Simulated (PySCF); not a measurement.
**Run report: C$_{6}$H$_{11}$P$_{2}$ (charge −1), excited-state calculation**

System: C$_{6}$H$_{11}$P$_{2}$, charge −1.
Method: TDDFT PBE0/def2-SVPD, vertical, gas phase, core orbitals frozen in the response (PySCF 2.14.0).

The geometry comes from this level: PBE0-D3(BJ)/def2-SVP.

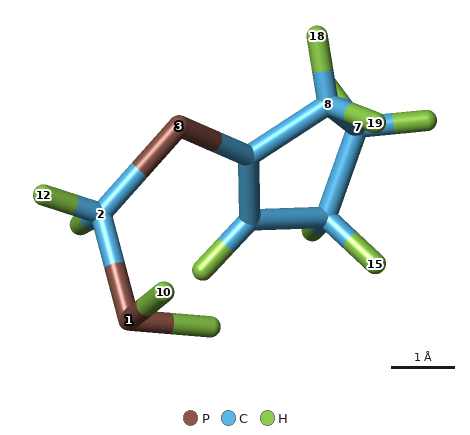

Figure 1. The input geometry (stick view, seen at a tilt; atoms are numbered from 1 in the order of the input). Bond lengths as drawn: C–C 1.37 to 1.54 Å, C–H 1.09 to 1.12 Å, C–P 1.78 to 1.88 Å and H–P 1.43 Å.

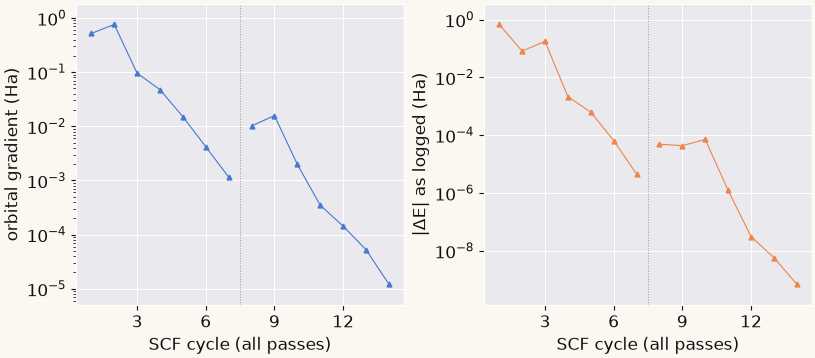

Figure 2. Convergence of the self-consistent field: orbital gradient and size of the energy change against the SCF cycle. The dotted line marks the change from a coarse to the final integration grid. The first 7 cycles use a coarse grid, the final grid takes over at cycle 8, and the field converges after 14 cycles in all.

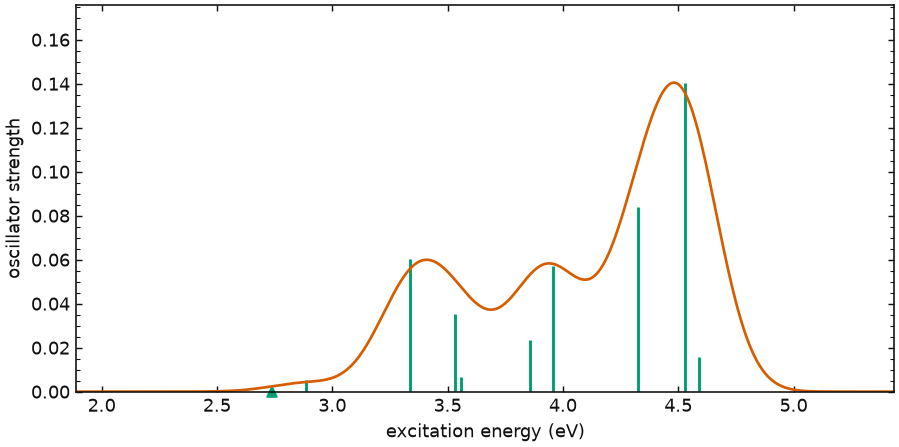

Figure 3. Computed excitations as sticks (degenerate states added up, dark ones marked on the axis), with a Gaussian envelope of 0.35 eV full width at half maximum, scaled to the tallest. Of the 10 states the lowest lies at 2.74 eV (f = 0.000); the strongest line is at 4.53 eV, or 274 nm (f = 0.140).

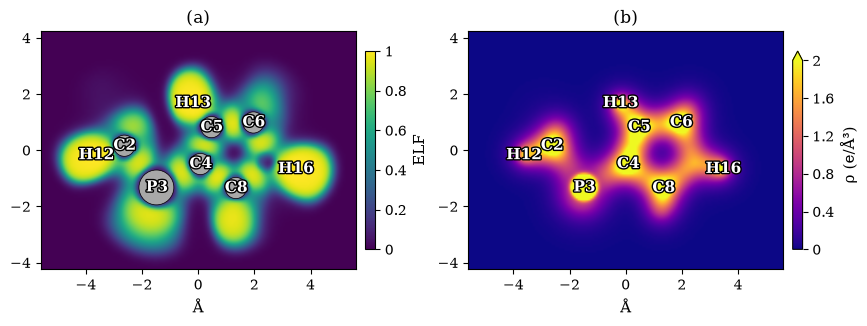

Figure 4. (a) electron localisation function; (b) total electron density on the plane of atoms C6, C5 and H13. Grey discs, where drawn, cover atomic cores. Atoms in the plane: C, P and H. C–H (1.09 Å): ρ at the midpoint is about 1.9 e/Å³; the ELF climbs to about 1 towards the hydrogen, as it does in any bond to H; a covalent bond by its length. C–C (1.50 Å): ρ is about 1.7 e/Å³ halfway; the ELF peaks at about 0.95 between the atoms, which marks a shared electron pair.

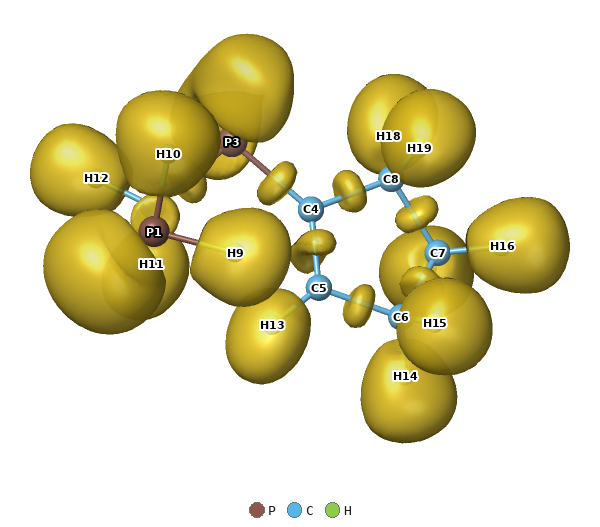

Figure 5. Isosurface of the ELF at 0.85 (yellow), seen at a tilt. Only the valence region is drawn (cores and ρ < 0.01 e/Å³ removed). Profiles from the grid: C–C (1.37 Å): the ELF peaks at about 0.90 between the atoms (localised, shared-pair bonding).

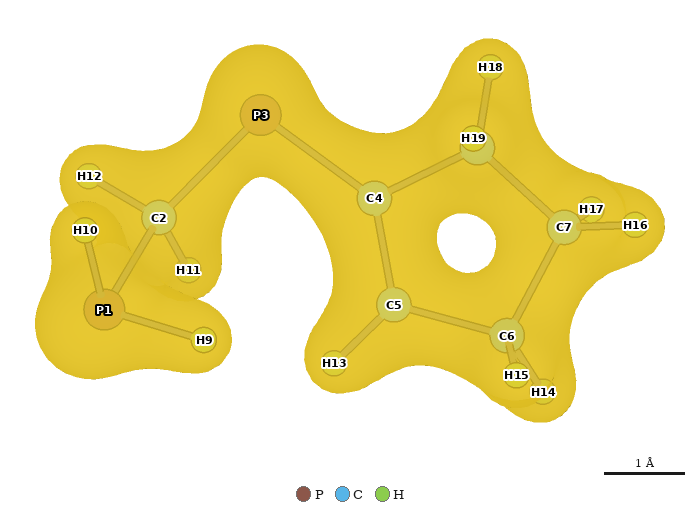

Figure 6. Isosurface of the total electron density at 0.6 e/Å³ (yellow), seen at a tilt. At this value the surface is in one piece. On the grid the lowest density along these lines, outside the cores, is 2.1 e/Å³ (C–C, 1.37 Å), 1 e/Å³ (C–P, 1.78 Å), 1.8 e/Å³ (C–H, 1.09 Å) and 1.7 e/Å³ (C–C, 1.50 Å).

The input and output of the run follow.

## Input
```
{"job": {"kind": "uv", "xc": "PBE0", "basis": "def2-SVPD", "ip": true, "dynamic": true}, "charge": -1, "multiplicity": 1}
P      3.039219    -0.166119    -1.006526
C      2.194073    -1.278684     0.246190
P      1.147223    -0.514780     1.599246
C     -0.295032    -0.092962     0.653903
C     -0.678952    -0.273897    -0.651588
C     -2.034576     0.306999    -0.948136
C     -2.628169     0.486666     0.456689
C     -1.405230     0.678034     1.358251
H      1.909931     0.652649    -1.320743
H      3.557212     0.789666    -0.073903
H      1.620250    -2.013101    -0.352461
H      3.011384    -1.853485     0.717398
H     -0.064196    -0.741862    -1.425243
H     -2.673694    -0.335288    -1.586867
H     -1.985597     1.288731    -1.475770
H     -3.359220     1.312186     0.525813
H     -3.150640    -0.441451     0.746376
H     -1.569987     0.331396     2.392994
H     -1.124727     1.746821     1.426607
```

The first line tells a small driver script what to run in PySCF; the rest is the geometry in Å.

Launched with:
```bash
OMP_NUM_THREADS=1 python <driver script> task.json out
```

## What the program printed
```
coarse grid: 16584 points
cycle   1  E = -916.8422764736  dE =  6.776e-01  |g| = 5.182e-01  |ddm| = 7.081e+00
cycle   2  E = -916.7608514678  dE =  8.143e-02  |g| = 7.593e-01  |ddm| = 8.075e+00
cycle   3  E = -916.9366728997  dE = -1.758e-01  |g| = 9.572e-02  |ddm| = 5.149e+00
cycle   4  E = -916.9388112255  dE = -2.138e-03  |g| = 4.745e-02  |ddm| = 4.651e-01
cycle   5  E = -916.9394393013  dE = -6.281e-04  |g| = 1.501e-02  |ddm| = 1.537e-01
cycle   6  E = -916.9395041558  dE = -6.485e-05  |g| = 4.200e-03  |ddm| = 3.782e-02
cycle   7  E = -916.9395086644  dE = -4.509e-06  |g| = 1.151e-03  |ddm| = 1.255e-02
final grid: 150192 points
cycle   8  E = -917.0501937251  dE = -4.846e-05  |g| = 1.012e-02  |ddm| = 2.339e-01
cycle   9  E = -917.0501505520  dE =  4.317e-05  |g| = 1.581e-02  |ddm| = 6.466e-02
cycle  10  E = -917.0502213196  dE = -7.077e-05  |g| = 1.985e-03  |ddm| = 3.983e-02
cycle  11  E = -917.0502225443  dE = -1.225e-06  |g| = 3.485e-04  |ddm| = 5.954e-03
cycle  12  E = -917.0502225751  dE = -3.082e-08  |g| = 1.437e-04  |ddm| = 1.653e-03
cycle  13  E = -917.0502225808  dE = -5.738e-09  |g| = 5.269e-05  |ddm| = 5.361e-04
cycle  14  E = -917.0502225815  dE = -6.967e-10  |g| = 1.218e-05  |ddm| = 1.798e-04
converged SCF energy = -917.0502225815

Static polarisability (au): isotropic 151.467, principal 114.960 152.292 187.150

Singlet excitations
state   eV       nm        f      main configurations
  1   2.7382    452.8   0.00009   H->L 0.64, H->L+1 0.35
  2   2.8878    429.3   0.00542   H->L+1 0.63, H->L 0.34
  3   3.3379    371.4   0.06008   H->L+2 0.95
  4   3.5308    351.2   0.03545   H->L+4 0.61, H->L+3 0.32
  5   3.5564    348.6   0.00654   H->L+3 0.64, H->L+4 0.33
  6   3.8584    321.3   0.02348   H->L+5 0.83
  7   3.9569    313.3   0.05722   H->L+6 0.90
  8   4.3273    286.5   0.08411   H->L+7 0.52, H->L+8 0.42
  9   4.5285    273.8   0.14048   H->L+8 0.50, H->L+7 0.34
 10   4.5892    270.2   0.01587   H->L+9 0.92

Triplet excitations (Tamm-Dancoff, eV): 2.5802 2.6154 2.8257 3.4206
Vertical ionisation energy (delta-SCF) = 1.1884 eV
```

## Summary

| quantity | value |
| --- | --- |
| outcome | converged |
| total energy | −917.050223 hartree |
| HOMO | 0.34 eV |
| LUMO | 3.98 eV |
| mean polarisability | 151.47 a.u. |
| vertical ionisation energy | 1.19 eV |
| lowest singlet excitation | 2.74 eV |
| hardware | 1 CPU thread, shared host |
| wall time | 2.4 min |
| peak memory | 1.1 GiB |

## Notes

The highest filled orbital lies above zero: either the extra electron isn't bound at this level, or the self-interaction error of the functional lifts the level.
